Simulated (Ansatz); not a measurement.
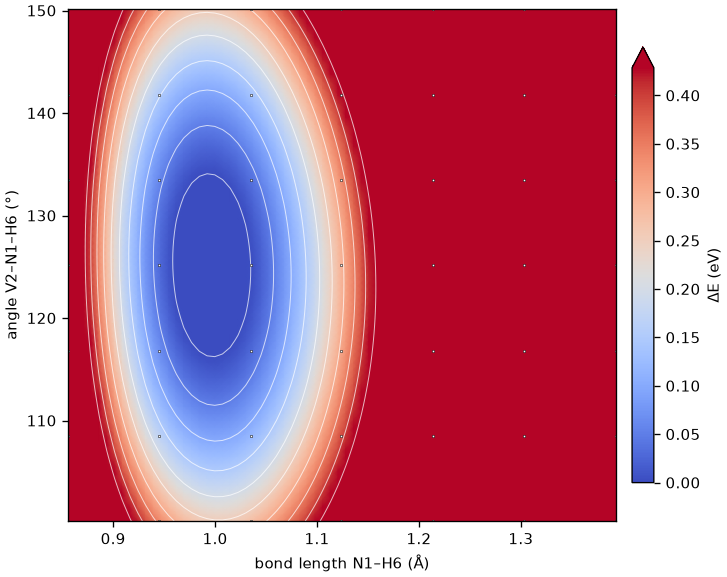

FH₃NO₂V, SMILES [NH2][V](=[O])([OH])[F]. The first coordinate is: bond length N1–H6; the second: angle V2–N1–H6. Nothing is relaxed (all other coordinates rigid). The grid has 7 × 7 points. Points are written as (first, second). Energies: eV, counted from the lowest grid point. Level of theory: RHF/def2-TZVP in Ansatz.

Drawn: a smooth colour map with a few white contour lines, dots at the grid points, one colour for all values above the top of the scale. Between grid points the surface is interpolated.

> Estimate the position of the minimum and the force constants in these coordinates.

The interpolated minimum is at bond length N1–H6 ≈ 0.995 Å, angle V2–N1–H6 ≈ 125.2°. The curvatures there are about 53 eV/Å² and 3.1 eV/rad², with a cross term of about 0.7 eV/(Å·rad). Round the minimum the two coordinates are weakly coupled (coupling 0.05 in units of the two stiffnesses).
